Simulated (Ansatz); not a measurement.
# ClGaH2: reaction (reductive elimination), part 2 of 3

Aim: the minimum-energy path and barrier of the reaction (reductive elimination). The ends are relaxed first, then joined by a nudged elastic band. Meant to form: H2–Cl3; to break: Ga1–H2, Ga1–Cl3. The start is a guess near the saddle point, from which both ends are pulled out.

Ansatz 0.2.0; RKS PBE-D4/def2-SVPD. Earlier steps stand in the parts before.

**6. Nudged elastic band**

crystal.atoms is end A as relaxed above, and neb.final_atoms is end B, turned to lie on A. With 5 inner images the band has 7 in all. The start path is listed, through a guess of the saddle.

Contents of input.yaml:

```yaml
crystal:
  periodic: [false, false, false]
  atoms:
    - { symbol: Ga, position_ang: [0.277948, 0.0, 0.36021] }
    - { symbol: H, position_ang: [0.166575, 0.0, 1.919656] }
    - { symbol: Cl, position_ang: [2.331154, 0.0, -0.394928] }
    - { symbol: H, position_ang: [-0.817977, 0.0, -0.754738] }
basis:
  gaussian: { orbitals: def2-SVPD }
hamiltonian:
  xc: pbe
  dispersion: d4
neb:
  order_check: false
  images: 5
  f_tol: 0.05
  max_iterations: 60
  final_atoms:
    - { symbol: Ga, position_ang: [-0.52536869, 0.0, -0.05649102] }
    - { symbol: H, position_ang: [1.63620436, 0.0, 0.72792363] }
    - { symbol: Cl, position_ang: [2.91854456, 0.0, 1.15345349] }
    - { symbol: H, position_ang: [-2.07168023, 0.0, -0.6946861] }
  initial_path:
    images:
      - { positions_ang: [[0.277948, 0.0, 0.36021], [0.166575, 0.0, 1.919656], [2.331154, 0.0, -0.394928], [-0.817977, 0.0, -0.754738]] }
      - { positions_ang: [[0.18531549, 0.0, 0.24011087], [0.41424311, 0.0, 1.78589568], [2.35659585, 0.0, -0.13087117], [-0.99845445, 0.0, -0.76493538]] }
      - { positions_ang: [[0.09268297, 0.0, 0.12001174], [0.66191123, 0.0, 1.65213536], [2.3820377, 0.0, 0.13318566], [-1.1789319, 0.0, -0.77513276]] }
      - { positions_ang: [[5.046e-05, 0.0, -8.739e-05], [0.90957934, 0.0, 1.51837504], [2.40747955, 0.0, 0.39724248], [-1.35940935, 0.0, -0.78533014]] }
      - { positions_ang: [[-0.17508926, 0.0, -0.0188886], [1.15178768, 0.0, 1.25489124], [2.57783455, 0.0, 0.64931282], [-1.59683298, 0.0, -0.75511546]] }
      - { positions_ang: [[-0.35022897, 0.0, -0.03768981], [1.39399602, 0.0, 0.99140743], [2.74818955, 0.0, 0.90138316], [-1.8342566, 0.0, -0.72490078]] }
      - { positions_ang: [[-0.52536869, 0.0, -0.05649102], [1.63620436, 0.0, 0.72792363], [2.91854456, 0.0, 1.15345349], [-2.07168023, 0.0, -0.6946861]] }
```

On the command line:

```bash
$ ansatz run input.yaml --threads 2 --pin off --max-ram 3072MiB --backend cpu --events-out ev --progress --plain --runs-dir out
```

Standard output, shortened:

```text
Warning: RAYON_NUM_THREADS=2 ignored (pool sized by the plan → 2); use --threads N
[...]
Functional definition: PBE
[...]
819 factors; their error is unknown
[...]
mean field -64910.57464425 eV, -2385.4196202086 hartree, gradient 3.1e-5 eV, S^2 0.000000; 0 other end points of the search recorded, 0 dependent functions left out
[...]
reference -64910.57468476 eV, -2385.4196216973 hartree; 25, 25 occupied and 56, 56 virtual orbitals, 819 factors
819 factors; their error is unknown
[...]
Total energy: -64908.67403339 eV, -2385.3497740476 hartree
Atom 0 at    -0.383868     0.000000     0.500205 Å, force    -0.001050     0.000000     0.006256 eV/Å
Atom 1 at     1.053472    -0.000000     1.373452 Å, force     0.009964    -0.000000    -0.011262 eV/Å
Atom 2 at     2.275670     0.000000     0.245966 Å, force    -0.010704     0.000000     0.008570 eV/Å
Atom 3 at    -0.987574    -0.000000    -0.989423 Å, force     0.001790    -0.000000    -0.003564 eV/Å
Dipole moment:    -0.610281     0.000000     0.099714 e Å
this run last wrote the band of iteration 14 to <dir>
```

Run time: 1.8 min. Hardware: 2 threads of Intel Xeon Platinum 8259CL at 2.50GHz (Skylake/Cascade Lake), shared host; peak memory 0.17 GiB.

**7. What the band shows**

Images 0 and 6 are the ends. Energies count from image 0; the path length is the program's own measure over all atoms.

| image | path (Å) | energy (eV) | H2–Cl3 (Å) | Ga1–H2 (Å) | Ga1–Cl3 (Å) | band force (eV/Å) |
| --- | --- | --- | --- | --- | --- | --- |
| 0 | 0.000 | 0.0000 | 3.17 | 1.56 | 2.19 | - |
| 1 | 0.490 | 0.3350 | 2.65 | 1.54 | 2.22 | 0.006 |
| 2 | 0.980 | 1.3558 | 2.13 | 1.54 | 2.40 | 0.009 |
| 3* | 1.470 | 1.9629 | 1.66 | 1.68 | 2.67 | 0.017 |
| 4 | 2.158 | 1.7773 | 1.37 | 2.12 | 3.22 | 0.002 |
| 5 | 2.846 | 1.7328 | 1.36 | 2.22 | 3.50 | 0.002 |
| 6 | 3.535 | 1.7010 | 1.35 | 2.30 | 3.65 | - |

The star marks the climbing image.

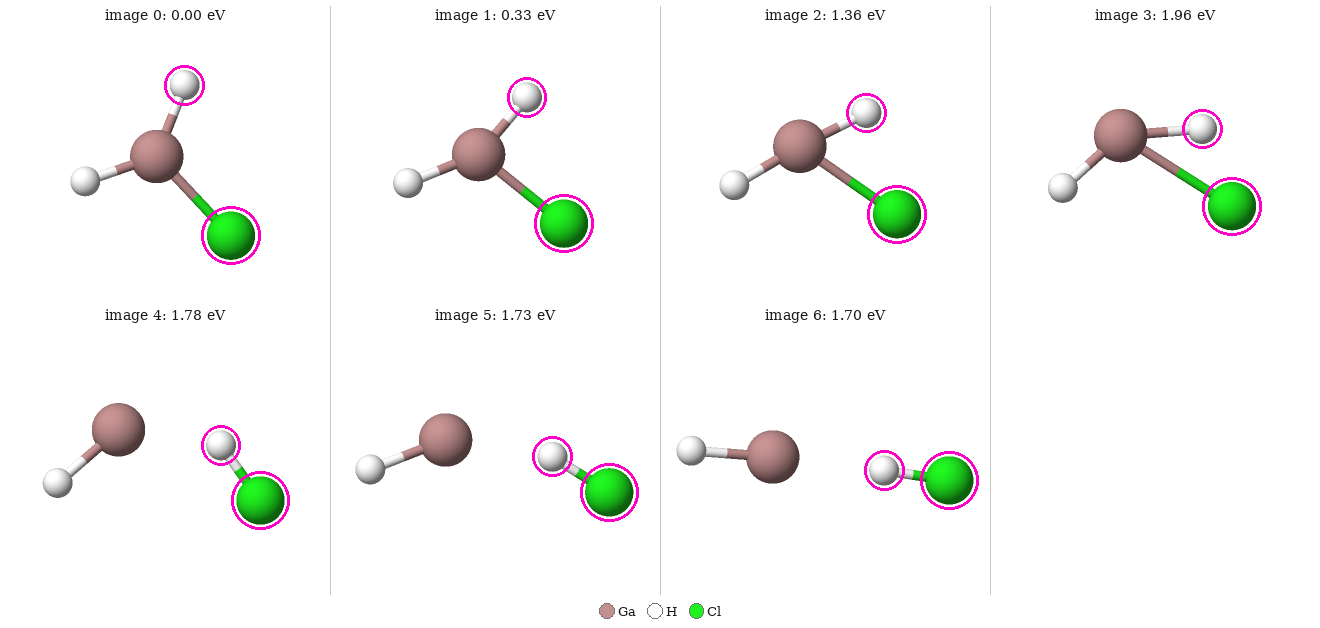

Snapshots along the band, viewed from a chosen angle. Ringed: H2, Cl3. Sticks join atoms closer than a bonding distance in each image.

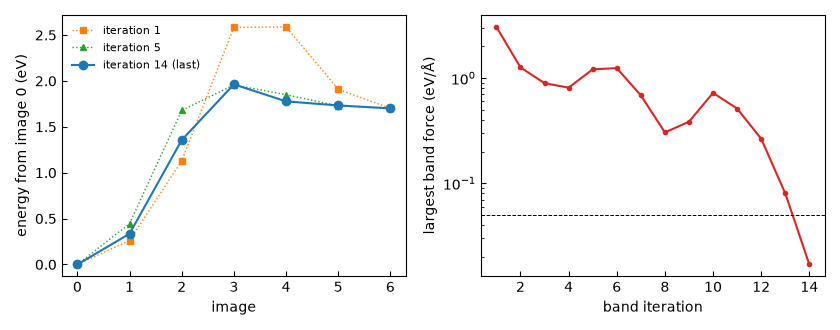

Left: energy of each image for early iterations and the last one (lines only join the points; early values far above the last band run off the scale). Right: the largest band force by iteration, with the threshold dashed.

The top of the band by iteration:

| iteration | highest image above image 0 (eV) | largest band force (eV/Å) |
| --- | --- | --- |
| 1 | 2.5888 | 3.061 |
| 3 | 2.2158 | 0.893 |
| 5 | 1.9564 | 1.209 |
| 7 | 1.8729 | 0.685 |
| 9 | 1.8763 | 0.384 |
| 11 | 1.9616 | 0.512 |
| 13 | 1.9632 | 0.080 |
| 14 | 1.9629 | 0.017 |

Positions of all images (Å):

```xyz
4
image=0 dE=0.0000
Ga    0.278    0.000    0.360
H     0.167    0.000    1.920
Cl    2.331    0.000   -0.395
H    -0.818    0.000   -0.755
4
image=1 dE=0.3350
Ga    0.110    0.000    0.320
H     0.500    0.000    1.809
Cl    2.281    0.000   -0.147
H    -0.934    0.000   -0.852
4
image=2 dE=1.3558
Ga   -0.122    0.000    0.390
H     0.809    0.000    1.613
Cl    2.255    0.000    0.053
H    -0.984    0.000   -0.926
4
image=3 dE=1.9629
Ga   -0.384    0.000    0.500
H     1.053    0.000    1.373
Cl    2.276    0.000    0.246
H    -0.988    0.000   -0.989
4
image=4 dE=1.7773
Ga   -0.657    0.000    0.492
H     1.359    0.000    1.159
Cl    2.565    0.000    0.519
H    -1.310    0.000   -1.040
4
image=5 dE=1.7328
Ga   -0.622    0.000    0.279
H     1.486    0.000    0.964
Cl    2.838    0.000    0.842
H    -1.745    0.000   -0.955
4
image=6 dE=1.7010
Ga   -0.525    0.000   -0.056
H     1.636    0.000    0.728
Cl    2.919    0.000    1.153
H    -2.072    0.000   -0.695
```

**8. Vibrations at the top**

The geometry is the highest inner image of the first converged band.

Contents of input.yaml:

```yaml
crystal:
  periodic: [false, false, false]
  atoms:
    - { symbol: Ga, position_ang: [-0.383868, 0.0, 0.500205] }
    - { symbol: H, position_ang: [1.053472, 0.0, 1.373452] }
    - { symbol: Cl, position_ang: [2.27567, 0.0, 0.245966] }
    - { symbol: H, position_ang: [-0.987574, 0.0, -0.989423] }
basis:
  gaussian: { orbitals: def2-SVPD }
hamiltonian:
  xc: pbe
  dispersion: d4
phonons: {}
```

On the command line:

```bash
$ ansatz run input.yaml --threads 2 --pin off --max-ram 3072MiB --backend cpu --events-out ev --progress --plain --runs-dir out
```

Standard output, shortened:

```text
Warning: RAYON_NUM_THREADS=2 ignored (pool sized by the plan → 2); use --threads N
[...]
[... 1 set-up line as earlier in the session ...]
[...]
819 factors; their error is unknown
[...]
mean field -64908.61381094 eV, -2385.3475609135 hartree, gradient 3.3e-5 eV, S^2 0.000000; 0 other end points of the search recorded, 0 dependent functions left out
[...]
reference -64908.61385039 eV, -2385.3475623630 hartree; 25, 25 occupied and 56, 56 virtual orbitals, 819 factors
[...]
819 factors; their error is unknown
[...]
WARN: phonons: modes at or below zero, which the zero-point energy, F, S and C_V leave out: 1, the lowest at -663.20 cm⁻¹. A minimum has none, and a first-order saddle one
[...]
Total energy: -64908.67403397 eV, -2385.3497740691 hartree
Atom 0 at    -0.383868     0.000000     0.500205 Å, force    -0.001036    -0.000000     0.006247 eV/Å
Atom 1 at     1.053472     0.000000     1.373452 Å, force     0.009947     0.000000    -0.011260 eV/Å
Atom 2 at     2.275670     0.000000     0.245966 Å, force    -0.010708     0.000000     0.008563 eV/Å
Atom 3 at    -0.987574     0.000000    -0.989423 Å, force     0.001797     0.000000    -0.003550 eV/Å
Dipole moment:    -0.610279    -0.000000     0.099714 e Å
Vibrations: -663.20 244.53 490.64 552.28 1446.50 1797.94 cm⁻¹, zero-point energy 0.280941 eV
```

It took 17 s on 2 threads of Intel Xeon Platinum 8259CL at 2.50GHz (Skylake/Cascade Lake), shared host; peak memory 0.13 GiB.

Of 6 modes, 1 is imaginary by more than 30 cm⁻¹ (663i cm⁻¹).

**9. Another band, settings changed**

crystal.atoms is end A as relaxed above, and neb.final_atoms is end B, turned to lie on A. With 6 inner images the band has 8 in all. The start path is listed, through a guess of the saddle.

Contents of input.yaml:

```yaml
crystal:
  periodic: [false, false, false]
  atoms:
    - { symbol: Ga, position_ang: [0.277948, 0.0, 0.36021] }
    - { symbol: H, position_ang: [0.166575, 0.0, 1.919656] }
    - { symbol: Cl, position_ang: [2.331154, 0.0, -0.394928] }
    - { symbol: H, position_ang: [-0.817977, 0.0, -0.754738] }
basis:
  gaussian: { orbitals: def2-SVPD }
hamiltonian:
  xc: pbe
  dispersion: d4
neb:
  order_check: false
  images: 6
  f_tol: 0.05
  max_iterations: 60
  climbing: false
  final_atoms:
    - { symbol: Ga, position_ang: [-0.52536869, 0.0, -0.05649102] }
    - { symbol: H, position_ang: [1.63620436, 0.0, 0.72792363] }
    - { symbol: Cl, position_ang: [2.91854456, 0.0, 1.15345349] }
    - { symbol: H, position_ang: [-2.07168023, 0.0, -0.6946861] }
  initial_path:
    images:
      - { positions_ang: [[0.277948, 0.0, 0.36021], [0.166575, 0.0, 1.919656], [2.331154, 0.0, -0.394928], [-0.817977, 0.0, -0.754738]] }
      - { positions_ang: [[0.1985487, 0.0, 0.25726789], [0.37886195, 0.0, 1.8050043], [2.3529613, 0.0, -0.16859358], [-0.97267196, 0.0, -0.76347861]] }
      - { positions_ang: [[0.11914941, 0.0, 0.15432578], [0.59114891, 0.0, 1.69035259], [2.3747686, 0.0, 0.05774085], [-1.12736692, 0.0, -0.77221922]] }
      - { positions_ang: [[0.03975011, 0.0, 0.05138367], [0.80343586, 0.0, 1.57570089], [2.3965759, 0.0, 0.28407527], [-1.28206187, 0.0, -0.78095983]] }
      - { positions_ang: [[-0.07500942, 0.0, -0.00814505], [1.01338292, 0.0, 1.40545341], [2.48048884, 0.0, 0.50527263], [-1.46116233, 0.0, -0.77238099]] }
      - { positions_ang: [[-0.22512918, 0.0, -0.02426037], [1.22099006, 0.0, 1.17961015], [2.62650741, 0.0, 0.72133292], [-1.6646683, 0.0, -0.7464827]] }
      - { positions_ang: [[-0.37524893, 0.0, -0.04037569], [1.42859721, 0.0, 0.95376689], [2.77252598, 0.0, 0.9373932], [-1.86817426, 0.0, -0.7205844]] }
      - { positions_ang: [[-0.52536869, 0.0, -0.05649102], [1.63620436, 0.0, 0.72792363], [2.91854456, 0.0, 1.15345349], [-2.07168023, 0.0, -0.6946861]] }
```

On the command line:

```bash
$ ansatz run input.yaml --threads 2 --pin off --max-ram 3072MiB --backend cpu --events-out ev --progress --plain --runs-dir out
```

Standard output, shortened:

```text
Warning: RAYON_NUM_THREADS=2 ignored (pool sized by the plan → 2); use --threads N
[...]
[... 1 set-up line as earlier in the session ...]
[...]
819 factors; their error is unknown
[...]
mean field -64910.57464425 eV, -2385.4196202086 hartree, gradient 3.1e-5 eV, S^2 0.000000; 0 other end points of the search recorded, 0 dependent functions left out
[...]
reference -64910.57468476 eV, -2385.4196216973 hartree; 25, 25 occupied and 56, 56 virtual orbitals, 819 factors
819 factors; their error is unknown
[...]
Total energy: -64908.68588947 eV, -2385.3502097505 hartree
Atom 0 at    -0.573036    -0.000000     0.627348 Å, force    -0.274007     0.000000    -0.018016 eV/Å
Atom 1 at     1.172115     0.000000     1.302138 Å, force     0.268619    -0.000000    -0.194835 eV/Å
Atom 2 at     2.107823    -0.000000     0.195571 Å, force     0.236823     0.000000     0.291197 eV/Å
Atom 3 at    -0.749202     0.000000    -0.994857 Å, force    -0.231435    -0.000000    -0.078345 eV/Å
Dipole moment:    -0.287008    -0.000000     0.136904 e Å
this run last wrote the band of iteration 13 to <dir>
```

Wall time 2.2 min (2 threads of Intel Xeon Platinum 8259CL at 2.50GHz (Skylake/Cascade Lake), shared host); peak memory 0.17 GiB.

**10. What the band shows**

Images 0 and 7 are the ends. Energies count from image 0; the path length is the program's own measure over all atoms.

| image | path (Å) | energy (eV) | H2–Cl3 (Å) | Ga1–H2 (Å) | Ga1–Cl3 (Å) | band force (eV/Å) |
| --- | --- | --- | --- | --- | --- | --- |
| 0 | 0.000 | 0.0000 | 3.17 | 1.56 | 2.19 | - |
| 1 | 0.559 | 0.4724 | 2.57 | 1.53 | 2.23 | 0.001 |
| 2 | 1.119 | 1.7005 | 1.99 | 1.57 | 2.44 | 0.009 |
| 3 | 1.678 | 1.9510 | 1.45 | 1.87 | 2.72 | 0.016 |
| 4 | 2.238 | 1.7966 | 1.36 | 2.13 | 3.10 | 0.015 |
| 5 | 2.798 | 1.7608 | 1.36 | 2.17 | 3.36 | 0.003 |
| 6 | 3.357 | 1.7241 | 1.36 | 2.24 | 3.54 | 0.001 |
| 7 | 3.917 | 1.7010 | 1.35 | 2.30 | 3.65 | - |

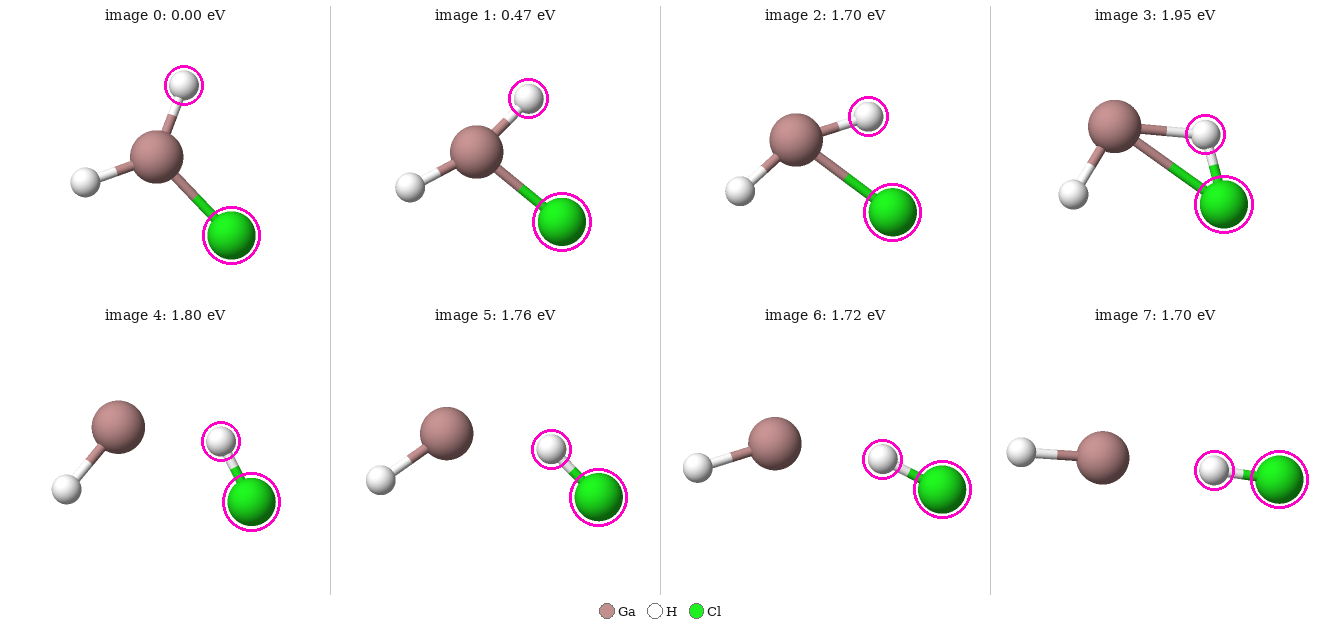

Snapshots along the band, viewed from a chosen angle. Ringed: H2, Cl3. Sticks join atoms closer than a bonding distance in each image.

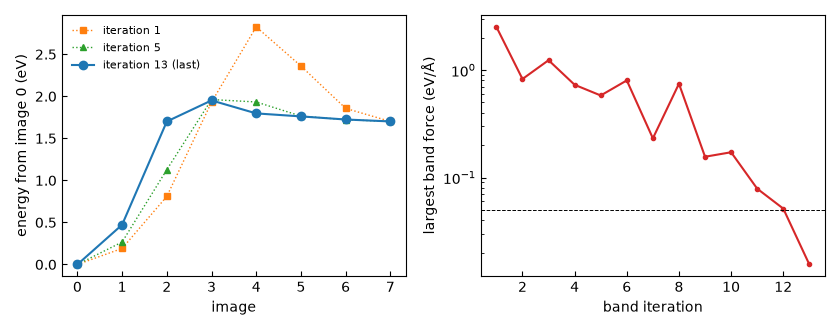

Left: energy of each image for early iterations and the last one (lines only join the points; early values far above the last band run off the scale). Right: the largest band force by iteration, with the threshold dashed.

**11. Dynamics from the top**

It starts at the highest inner image of the first converged band: 200 steps of 0.5 fs at constant energy, with velocities drawn for 300 K.

Contents of input.yaml:

```yaml
crystal:
  periodic: [false, false, false]
  atoms:
    - { symbol: Ga, position_ang: [-0.383868, 0.0, 0.500205] }
    - { symbol: H, position_ang: [1.053472, 0.0, 1.373452] }
    - { symbol: Cl, position_ang: [2.27567, 0.0, 0.245966] }
    - { symbol: H, position_ang: [-0.987574, 0.0, -0.989423] }
basis:
  gaussian: { orbitals: def2-SVPD }
hamiltonian:
  xc: pbe
  dispersion: d4
md:
  timestep: 0.5
  n_steps: 200
  ensemble: nve
  temperature: 300.0
  initial_velocities: maxwell_boltzmann
  seed: 9060
```

On the command line:

```bash
$ ansatz run input.yaml --threads 2 --pin off --max-ram 3072MiB --backend cpu --events-out ev --progress --plain --runs-dir out
```

Standard output, shortened:

```text
Warning: RAYON_NUM_THREADS=2 ignored (pool sized by the plan → 2); use --threads N
[...]
[... 1 set-up line as earlier in the session ...]
[...]
819 factors; their error is unknown
[...]
mean field -64908.61381094 eV, -2385.3475609135 hartree, gradient 3.3e-5 eV, S^2 0.000000; 0 other end points of the search recorded, 0 dependent functions left out
[...]
reference -64908.61385039 eV, -2385.3475623630 hartree; 25, 25 occupied and 56, 56 virtual orbitals, 819 factors
[...]
md step    78: t =    39.00 fs  T =   546.2 K  F+E_penalty+E_count = -64908.73725581 eV  E_kin = 0.141193 eV  conserved = -64908.59606316 eV  (26 SCF iters, 3 dispersion substeps)
[...]
md step   102: t =    51.00 fs  T =  4425.3 K  F+E_penalty+E_count = -64909.74074834 eV  E_kin = 1.144020 eV  conserved = -64908.59672838 eV  (28 SCF iters, 3 dispersion substeps)
md step   103: t =    51.50 fs  T =  4614.6 K  F+E_penalty+E_count = -64909.78975338 eV  E_kin = 1.192972 eV  conserved = -64908.59678099 eV  (25 SCF iters, 3 dispersion substeps)
```

**12. More of the same log: dynamics from the highest image of the converged band**

Output, continued, shortened:

```text
md step   104: t =    52.00 fs  T =  4797.0 K  F+E_penalty+E_count = -64909.83695566 eV  E_kin = 1.240121 eV  conserved = -64908.59683474 eV  (25 SCF iters, 3 dispersion substeps)
[...]
md step   128: t =    64.00 fs  T =  3078.7 K  F+E_penalty+E_count = -64909.39196933 eV  E_kin = 0.795898 eV  conserved = -64908.59607167 eV  (25 SCF iters, 3 dispersion substeps)
[...]
Total energy: -64910.05307057 eV, -2385.4004527294 hartree
Atom 0 at    -0.169348    -0.000114     0.462684 Å, force    -2.578122    -0.042995     1.014393 eV/Å
Atom 1 at    -0.066525    -0.011434     2.105913 Å, force    -0.873777     0.013372    -0.696506 eV/Å
Atom 2 at     1.899331     0.000830     0.288523 Å, force     2.150427     0.010785    -1.058119 eV/Å
Atom 3 at    -1.470477    -0.009906    -0.623260 Å, force     1.301472     0.018838     0.740232 eV/Å
Dipole moment:    -0.349017     0.003444    -0.094804 e Å
```

It took 5 min on 2 threads of Intel Xeon Platinum 8259CL at 2.50GHz (Skylake/Cascade Lake), shared host; peak memory 0.17 GiB.

(Part 2 of 3 ends here.)
